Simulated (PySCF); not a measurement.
The calculation's input:

```
{"job": {"kind": "nmr", "xc": "PBE0", "basis": "pcSseg-1"}, "charge": 0, "multiplicity": 1}
C     -2.456525    -1.454393     0.124846
C     -0.969534    -1.724004     0.277654
F     -0.681915    -2.949955    -0.324986
Si     0.136099    -0.384910    -0.521027
O     -0.507181     1.036343    -0.097190
Si    -0.341799     2.638233     0.122489
O      1.627534    -0.522557     0.072116
Si     3.008505     0.076400     0.683782
H     -3.042719    -2.252089     0.577581
H     -2.714977    -1.387210    -0.928993
H     -2.697540    -0.511670     0.606131
H     -0.725958    -1.876236     1.336864
H      0.218020    -0.475837    -1.970142
H     -0.627767     3.268121    -1.165425
H     -1.348481     2.936751     1.138582
H      1.018290     2.933747     0.571684
H      3.883088    -1.089770     0.744114
H      2.714433     0.637559     2.002937
H      3.498624     1.110726    -0.228151
```

Run with:

```sh
OMP_NUM_THREADS=1 python probes_run.py task.json out
```

Geometry: GFN2-xTB.

These are results of PBE0/pcSseg-1, SCF density, gas phase, non-relativistic (PySCF 2.14.0), not measurements.

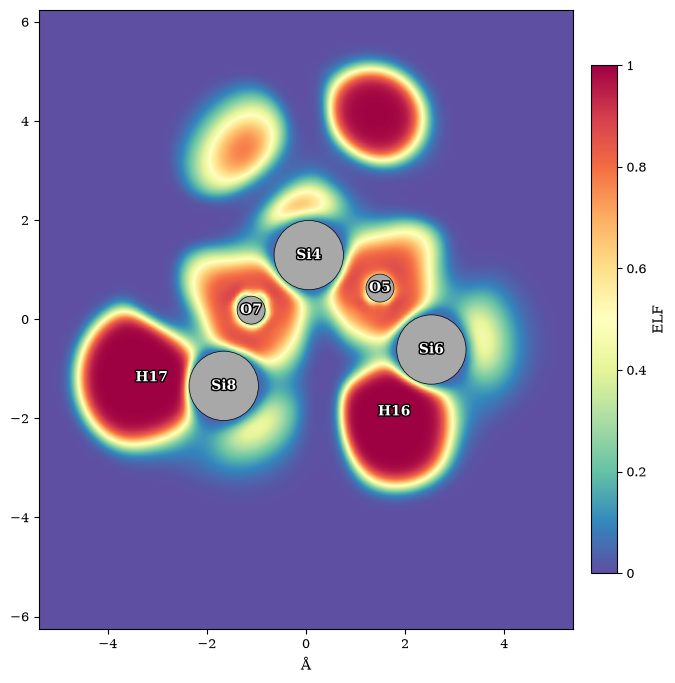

C$_{2}$H$_{11}$FO$_{2}$Si$_{3}$. Electron localisation function on the plane of atoms O7, Si8 and H17. Grey discs cover the atomic cores.

Question: What do the fields say about this system?

Answer: Atoms in the plane: Si, O and H. Si–O (1.61 Å): the ELF peaks at about 0.85 between the atoms; a polar covalent bond. Si–H (1.46 Å): the ELF climbs to about 1 towards the hydrogen, as it does in any bond to H. The ELF also peaks beside O7 and O5, away from the bonds: lone-pair regions.
